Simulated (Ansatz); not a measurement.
# Run report: Ni2O2 (charge −1), geometry relaxation

System: Ni2O2, charge −1, multiplicity 2.
Method: UKS PBE0-D4/def2-SVPD (Ansatz 0.2.0).

The geometry: GFN2-xTB start. Figures and captions count atoms from 1; the log counts them from 0 in places.

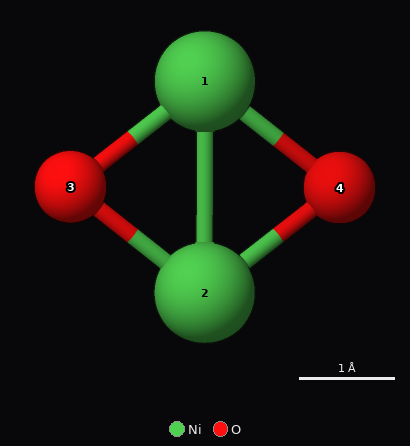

Figure 1. The starting structure (ball-and-stick view, seen at a tilt; atoms are numbered from 1 in the order of the input). Sticks mark near contacts. Bond lengths as drawn: Ni–Ni 2.22 Å and Ni–O 1.82 Å.

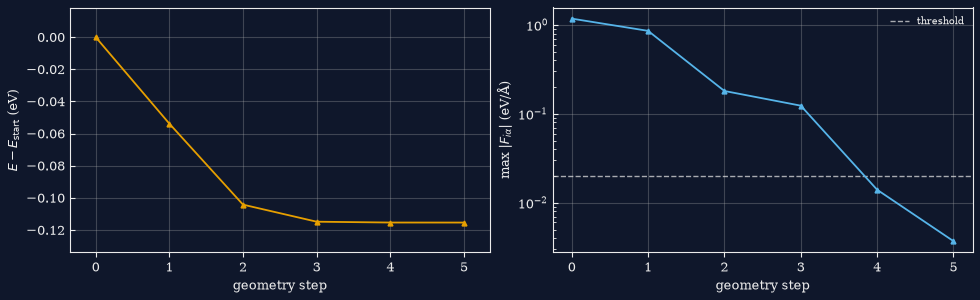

Figure 2. Progress of the relaxation, step by step (the first geometry is step 0 here and step 1 in the log).

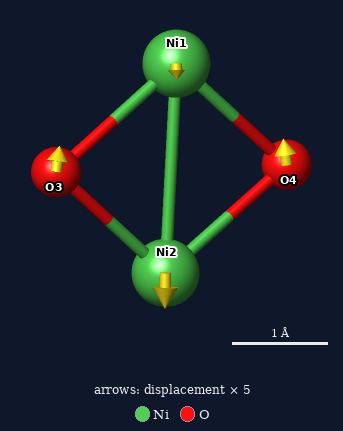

Figure 3. The starting structure with the displacements as yellow arrows, magnified 5 times (ball-and-stick view, seen at a tilt). The two geometries are laid on each other by the best rigid fit. The atom that moves furthest after the best rigid fit is Ni2 (0.077 Å). Largest moves by element: Ni 0.077 Å, O 0.056 Å. Among the contacts that change: Ni2–O3 1.820 → 1.898 Å, Ni1–O3 1.822 → 1.761 Å, Ni1–Ni2 2.224 → 2.267 Å. Among the angles that change: O3–Ni2–O4 104.7° → 98.1°, O3–Ni1–O4 104.7° → 108.9°, Ni1–Ni2–O3 52.4° → 49.1°. Over 5 geometry steps the energy falls by 0.115 eV. The largest force component goes from 1.2 to 0.0037 eV/Å. (Atoms are counted from 1 in the order of the input.)

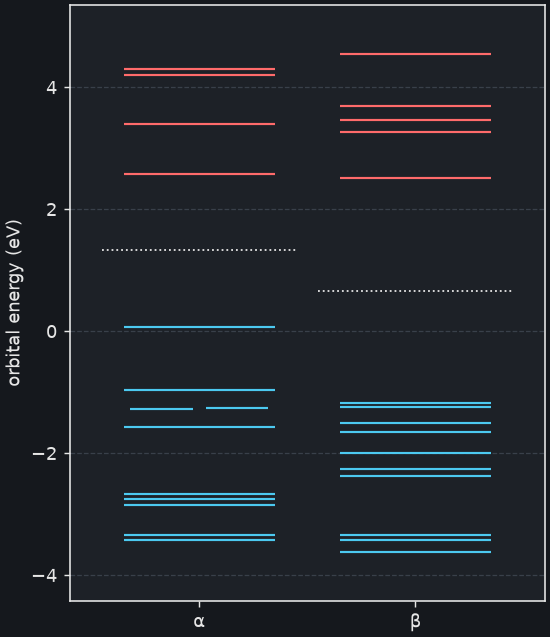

Figure 4. Orbital energies near the frontier for α and β spins; the dotted line parts filled from empty levels, and levels within 0.02 eV of each other stand side by side. α: highest filled 0.08 eV, lowest empty 2.58 eV, 2.50 eV apart; β: highest filled −1.18 eV, lowest empty 2.51 eV, 3.69 eV apart.

These pictures come from the run below.

Input file
```yaml
crystal:
  periodic: [false, false, false]
  atoms:
    - {symbol: Ni, position_ang: [1.111740, -0.010710, -0.040620]}
    - {symbol: Ni, position_ang: [-1.110680, 0.010700, 0.050920]}
    - {symbol: O, position_ang: [-0.013180, -1.441270, 0.041480]}
    - {symbol: O, position_ang: [0.012110, 1.441290, -0.051790]}
basis:
  gaussian: {orbitals: def2-SVPD}
total_charge: -1
magnetization: {spin_polarized: true, initial_magnetization: 1}
hamiltonian: {xc: pbe0, dispersion: d4}
scf: {lower_state_search: "off"}
output: {orbitals: {seedname: orbitals}}
relax: {f_tol: 0.02, max_steps: 100}
```

Launch command:
```bash
ansatz run in.yaml --threads 4 --pin off --events-out ev --progress --plain --max-ram 3916MiB
```

The program's output
```
Functional definition: PBE0
  name "PBE0"
  cite "Adamo & Barone, J. Chem. Phys. 110, 6158 (1999) doi:10.1063/1.478522"
  cite "Perdew, Burke & Ernzerhof, Phys. Rev. Lett. 77, 3865 (1996) doi:10.1103/PhysRevLett.77.3865"
  parent pbe
  parameter a = 0.25
  parameter kappa = 0.804
  parameter beta = 0.06672455060314922
  exchange = (1 - a)*pbe_x(kappa = kappa, mu = beta*pi^2/3) + a*exact_x
  correlation = pbe_c(beta = beta)
these checks for a lower state are left out or cut short: stability, starts, cluster_reference, orbital_swaps, neighbouring_geometries, increment
1226 factors; integrals over basis functions are off by at most 3.1e-4 eV
mean field evaluation 1: about -86139.4382 eV, gradient 5.3e1 eV
mean field evaluation 2: about -85985.5729 eV, gradient 2.0e2 eV
mean field evaluation 4: about -86147.9689 eV, gradient 1.7e1 eV
mean field evaluation 8: about -86148.8216 eV, gradient 5.4e-1 eV
mean field evaluation 16: about -86149.4190 eV, gradient 2.7e0 eV
mean field -86150.50031353 eV, -3165.9724916159 hartree, gradient 4.3e-6 eV, S^2 1.757629; 0 other end points of the search recorded, 0 dependent functions left out
the calculation of the forces begins
reference -86150.50033979 eV, -3165.9724925806 hartree; 37, 36 occupied and 77, 78 virtual orbitals, 1226 factors
relax step   1: F+E_penalty+E_count = -86150.59904607 eV  Δ(F+E_penalty+E_count) = +0.000e0 eV  max|allowed force component| = 1.178e0 eV/Å  Δτ_max = 0.0000 Å  (144 SCF iters, accepted)
these checks for a lower state are left out or cut short: stability, starts, cluster_reference, orbital_swaps, neighbouring_geometries, increment
1226 factors; integrals over basis functions are off by at most 3.3e-4 eV
mean field evaluation 32: about -86150.3536 eV, gradient 2.5e0 eV
mean field -86150.55404762 eV, -3165.9744663073 hartree, gradient 6.0e-6 eV, S^2 1.818527; 0 other end points of the search recorded, 0 dependent functions left out
the calculation of the forces begins
reference -86150.55407401 eV, -3165.9744672768 hartree; 37, 36 occupied and 77, 78 virtual orbitals, 1226 factors
relax step   2: F+E_penalty+E_count = -86150.65285508 eV  Δ(F+E_penalty+E_count) = -5.381e-2 eV  max|allowed force component| = 8.577e-1 eV/Å  Δτ_max = 0.0254 Å  (52 SCF iters, accepted)
these checks for a lower state are left out or cut short: stability, starts, cluster_reference, orbital_swaps, neighbouring_geometries, increment
1226 factors; integrals over basis functions are off by at most 3.6e-4 eV
mean field -86150.60429160 eV, -3165.9763127395 hartree, gradient 4.7e-6 eV, S^2 1.994228; 0 other end points of the search recorded, 0 dependent functions left out
the calculation of the forces begins
reference -86150.60431827 eV, -3165.9763137193 hartree; 37, 36 occupied and 77, 78 virtual orbitals, 1226 factors
relax step   3: F+E_penalty+E_count = -86150.70324084 eV  Δ(F+E_penalty+E_count) = -5.039e-2 eV  max|allowed force component| = 1.808e-1 eV/Å  Δτ_max = 0.0750 Å  (61 SCF iters, accepted)
these checks for a lower state are left out or cut short: stability, starts, cluster_reference, orbital_swaps, neighbouring_geometries, increment
1226 factors; integrals over basis functions are off by at most 3.5e-4 eV
mean field -86150.61503772 eV, -3165.9767076521 hartree, gradient 5.7e-6 eV, S^2 1.970468; 0 other end points of the search recorded, 0 dependent functions left out
the calculation of the forces begins
reference -86150.61506437 eV, -3165.9767086315 hartree; 37, 36 occupied and 77, 78 virtual orbitals, 1226 factors
relax step   4: F+E_penalty+E_count = -86150.71386075 eV  Δ(F+E_penalty+E_count) = -1.062e-2 eV  max|allowed force component| = 1.236e-1 eV/Å  Δτ_max = 0.0312 Å  (49 SCF iters, accepted)
these checks for a lower state are left out or cut short: stability, starts, cluster_reference, orbital_swaps, neighbouring_geometries, increment
1226 factors; integrals over basis functions are off by at most 3.5e-4 eV
mean field evaluation 64: about -86150.6155 eV, gradient 2.2e-3 eV
mean field -86150.61550312 eV, -3165.9767247553 hartree, gradient 2.2e-6 eV, S^2 1.962416; 0 other end points of the search recorded, 0 dependent functions left out
the calculation of the forces begins
reference -86150.61552975 eV, -3165.9767257339 hartree; 37, 36 occupied and 77, 78 virtual orbitals, 1226 factors
relax step   5: F+E_penalty+E_count = -86150.71437002 eV  Δ(F+E_penalty+E_count) = -5.093e-4 eV  max|allowed force component| = 1.402e-2 eV/Å  Δτ_max = 0.0038 Å  (59 SCF iters, accepted)
these checks for a lower state are left out or cut short: stability, starts, cluster_reference, orbital_swaps, neighbouring_geometries, increment
1226 factors; integrals over basis functions are off by at most 3.5e-4 eV
mean field -86150.61552642 eV, -3165.9767256114 hartree, gradient 2.4e-6 eV, S^2 1.963789; 0 other end points of the search recorded, 0 dependent functions left out
the calculation of the forces begins
reference -86150.61555305 eV, -3165.9767265901 hartree; 37, 36 occupied and 77, 78 virtual orbitals, 1226 factors
relax step   6: F+E_penalty+E_count = -86150.71438850 eV  Δ(F+E_penalty+E_count) = -1.848e-5 eV  max|allowed force component| = 3.705e-3 eV/Å  Δτ_max = 0.0008 Å  (51 SCF iters, accepted)
Total energy: -86150.71441513 eV, -3165.9803597044 hartree
Atom 0 at     1.077745    -0.010694    -0.045051 Å, force    -0.003705     0.000023     0.000312 eV/Å
Atom 1 at    -1.187539     0.011785     0.049568 Å, force     0.001496     0.000033     0.000065 eV/Å
Atom 2 at     0.042607    -1.433128     0.044078 Å, force     0.001116    -0.001678    -0.000136 eV/Å
Atom 3 at     0.067178     1.432047    -0.048605 Å, force     0.001093     0.001622    -0.000241 eV/Å
Dipole moment:     0.209471    -0.002082    -0.008803 e Å
Checks for a lower state left out: stability, starts, cluster_reference, orbital_swaps, neighbouring_geometries, increment
```

Trajectory as extended XYZ (Å, eV, eV/Å), 6 frames, from step=1 to step=6
```
4
Properties=species:S:1:pos:R:3:forces:R:3 step=1 energy=-86150.59905
Ni    1.1117   -0.0107   -0.0406   -0.7418   0.0068  -0.0039
Ni   -1.1107    0.0107    0.0509   -1.1776   0.0239   0.0314
O    -0.0132   -1.4413    0.0415    0.9668   0.2248  -0.0218
O     0.0121    1.4413   -0.0518    0.9526  -0.2555  -0.0057
4
Properties=species:S:1:pos:R:3:forces:R:3 step=2 energy=-86150.65285
Ni    1.1047   -0.0111   -0.0529   -0.5765   0.0067   0.0687
Ni   -1.1334    0.0106    0.0395   -0.8577   0.0181   0.0597
O     0.0018   -1.4318    0.0530    0.7216   0.0673  -0.0669
O     0.0268    1.4322   -0.0397    0.7126  -0.0921  -0.0615
4
Properties=species:S:1:pos:R:3:forces:R:3 step=3 energy=-86150.70324
Ni    1.0772   -0.0096   -0.0123    0.1282  -0.0049  -0.1379
Ni   -1.1991    0.0127    0.0757    0.1604  -0.0044  -0.1269
O     0.0487   -1.4265    0.0144   -0.1456  -0.1716   0.1381
O     0.0732    1.4234   -0.0778   -0.1430   0.1808   0.1268
4
Properties=species:S:1:pos:R:3:forces:R:3 step=4 energy=-86150.71386
Ni    1.0804   -0.0106   -0.0433   -0.1236   0.0005  -0.0029
Ni   -1.1900    0.0119    0.0511    0.0792  -0.0010  -0.0098
O     0.0425   -1.4358    0.0426    0.0231   0.0908   0.0034
O     0.0671    1.4347   -0.0503    0.0213  -0.0904   0.0093
4
Properties=species:S:1:pos:R:3:forces:R:3 step=5 energy=-86150.71437
Ni    1.0781   -0.0107   -0.0452   -0.0023   0.0001   0.0009
Ni   -1.1869    0.0118    0.0494   -0.0122   0.0003   0.0011
O     0.0421   -1.4325    0.0442    0.0072  -0.0140  -0.0005
O     0.0667    1.4314   -0.0484    0.0073   0.0136  -0.0014
4
Properties=species:S:1:pos:R:3:forces:R:3 step=6 energy=-86150.71439
Ni    1.0777   -0.0107   -0.0451   -0.0037   0.0000   0.0003
Ni   -1.1875    0.0118    0.0496    0.0015   0.0000   0.0001
O     0.0426   -1.4331    0.0441    0.0011  -0.0017  -0.0001
O     0.0672    1.4320   -0.0486    0.0011   0.0016  -0.0002
```

Summary

| quantity | value |
| --- | --- |
| outcome | converged |
| total energy | −86150.7144 eV |
| mean-field energy | −86150.6156 eV |
| dispersion energy | −0.0989 eV |
| ⟨S²⟩ | 1.964 |
| HOMO (either spin) | 0.08 eV |
| LUMO (either spin) | 2.51 eV |
| largest force (length of the vector) at the end | 0.004 eV/Å |
| hardware | 4 threads of Arm Neoverse V2, 23 GiB of memory available, shared host |
| wall time | 23 s (CPU time 85 s) |
| peak memory | 0.42 GiB |

Remarks

⟨S²⟩ is 1.96 against 0.75 for a pure state: the solution is spin-contaminated. The highest filled orbital lies above zero: either the extra electron isn't bound at this level, or the self-interaction error of the functional lifts the level.
